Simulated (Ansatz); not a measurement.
# SiNH4O2 (SMILES N[Si](O)O): U-wB97X/cc-pVDZ

What is the vertical ionisation energy of SiNH4O2 at U-wB97X/cc-pVDZ? 

The calculation is run with Ansatz 0.2.0.

68 further runs of the same task are left out: 68 set aside as unsound or not needed.

**1. The molecule**

SiNH4O2: 8 atoms, total charge 0, spin state doublet. As SMILES, `N[Si](O)O`. Geometry: relaxed at PBE0-D4/def2-TZVP. This is one conformer, not always the lowest.

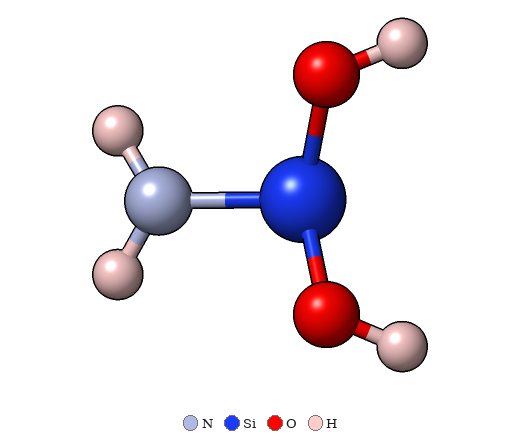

The structure, seen from a chosen angle (nitrogen light blue, silicon blue, oxygen red, hydrogen pink).

**2. A single-point energy at U-wB97X/cc-pVDZ**

Input file in.yaml:

```yaml
crystal:
  periodic: [false, false, false]
  atoms:
    - {symbol: N, position_ang: [-0.498000, 1.267000, 0.129300]}
    - {symbol: Si, position_ang: [0.096000, -0.243600, -0.376000]}
    - {symbol: O, position_ang: [1.641600, -0.288300, 0.202600]}
    - {symbol: O, position_ang: [-0.956500, -1.334700, 0.277900]}
    - {symbol: H, position_ang: [0.071200, 2.094000, 0.065100]}
    - {symbol: H, position_ang: [-1.483600, 1.467400, 0.110500]}
    - {symbol: H, position_ang: [2.250900, -0.848000, -0.280900]}
    - {symbol: H, position_ang: [-1.029400, -2.171000, -0.184200]}
basis:
  gaussian:
    orbitals: cc-pVDZ
output: {orbitals: {seedname: orbitals}}
accuracy: high
magnetization:
  spin_polarized: true
  initial_magnetization: 1
hamiltonian:
  xc: {name: wB97X}
```

On the command line:

```
ansatz run in.yaml --threads 1 --pin off --max-ram 3480MiB --events-out events.jsonl --progress --plain --runs-dir runs
```

Log:

```text
Warning: RAYON_NUM_THREADS=1 ignored (pool sized by the plan → 1); use --threads N
Functional definition: wB97X
  name "wB97X"
  parameter omega = 0.3/bohr
  parameter cx = 0.157706
  parameter cx1 = 0.726479
  parameter cx2 = 1.04760
  parameter cx3 = -5.70635
  parameter cx4 = 13.2794
  parameter css1 = -4.33879
  parameter css2 = 18.2308
  parameter css3 = -31.7430
  parameter css4 = 17.2901
  parameter cos1 = 2.37031
  parameter cos2 = -11.3995
  parameter cos3 = 6.58405
  parameter cos4 = -3.78132
  exchange = spin_sum(e_x_unif_sr(omega)*poly(b97_u_x, 1 - cx, cx1, cx2, cx3, cx4)) + cx*exact_x_sr(omega)
      + exact_x_lr(omega)
  correlation = spin_sum(e_c_pw_same_spin*poly(b97_u_same, 1, css1, css2, css3, css4))
      + integral(e_c_pw_opposite_spin*poly(b97_u_opposite, 1, cos1, cos2, cos3, cos4))
1811 factors; integrals over basis functions are off by at most 3.9e-9 eV
335 factors; integrals over basis functions are off by at most 2.5e-9 eV
mean field evaluation 1: about -13518.0158 eV, gradient 4.8e1 eV
mean field evaluation 2: about -13517.9765 eV, gradient 5.0e1 eV
mean field evaluation 4: about -13526.5760 eV, gradient 1.7e0 eV
mean field evaluation 8: about -13526.7270 eV, gradient 1.2e-1 eV
mean field evaluation 16: about -13526.7273 eV, gradient 2.8e-4 eV
mean field -13526.72734899 eV, -497.0980613304 hartree, gradient 1.8e-8 eV, S^2 0.752765; 0 other end points of the search recorded, 0 dependent functions left out
reference -13526.72734636 eV, -497.0980612338 hartree; 21, 20 occupied and 59, 60 virtual orbitals, 1811 factors
Total energy: -13526.72734636 eV, -497.0980612338 hartree
```

It took 46 s on 1 thread of Arm Neoverse V1, shared host; peak memory 0.73 GiB.

**3. The singlet cation**

Input file input.yaml:

```yaml
crystal:
  periodic: [false, false, false]
  atoms:
    - symbol: N
      position_ang: [-0.498000, 1.267000, 0.129300]
    - symbol: Si
      position_ang: [0.096000, -0.243600, -0.376000]
    - symbol: O
      position_ang: [1.641600, -0.288300, 0.202600]
    - symbol: O
      position_ang: [-0.956500, -1.334700, 0.277900]
    - symbol: H
      position_ang: [0.071200, 2.094000, 0.065100]
    - symbol: H
      position_ang: [-1.483600, 1.467400, 0.110500]
    - symbol: H
      position_ang: [2.250900, -0.848000, -0.280900]
    - symbol: H
      position_ang: [-1.029400, -2.171000, -0.184200]
basis:
  gaussian:
    orbitals: cc-pVDZ
total_charge: 1
hamiltonian:
  xc: {name: wB97X}
accuracy: high
output: {orbitals: {seedname: orbitals}}
```

On the command line:

```
ansatz run input.yaml --threads 1 --pin off --max-ram 3480MiB --events-out events.jsonl --progress --plain --runs-dir runs
```

Log (excerpt; [...] marks lines left out):

```text
Warning: RAYON_NUM_THREADS=1 ignored (pool sized by the plan → 1); use --threads N
Functional definition: wB97X
  name "wB97X"
[...]
      + exact_x_lr(omega)
[...]
      + integral(e_c_pw_opposite_spin*poly(b97_u_opposite, 1, cos1, cos2, cos3, cos4))
1809 factors; integrals over basis functions are off by at most 3.9e-9 eV
335 factors; integrals over basis functions are off by at most 2.5e-9 eV
[...]
mean field -13519.31495783 eV, -496.8256609796 hartree, gradient 8.9e-8 eV, S^2 0.000000; 0 other end points of the search recorded, 0 dependent functions left out
reference -13519.31495504 eV, -496.8256608771 hartree; 20, 20 occupied and 60, 60 virtual orbitals, 1809 factors
Total energy: -13519.31495504 eV, -496.8256608771 hartree
```

It took 24 s on 1 thread of Arm Neoverse V1, shared host; peak memory 0.43 GiB.

**4. Outcome**

At U-wB97X/cc-pVDZ:

```
                                           quantity          value
                      doublet SiNH4O2: total energy  -497.09806 Eh
doublet SiNH4O2: HOMO energy (highest over α and β)       -7.23 eV
 doublet SiNH4O2: LUMO energy (lowest over α and β)        0.26 eV
                              doublet SiNH4O2: ⟨S²⟩          0.753
                       singlet cation: total energy  -496.82566 Eh
                        singlet cation: HOMO energy      -16.63 eV
                        singlet cation: LUMO energy       -7.46 eV
                      singlet cation: HOMO–LUMO gap        9.18 eV
 vertical ionisation energy (to the singlet cation)       7.412 eV
```

In words: The vertical ionisation energy comes to 7.41 eV (171 kcal/mol). Only the singlet of the ionised species was computed; a triplet could lie lower.
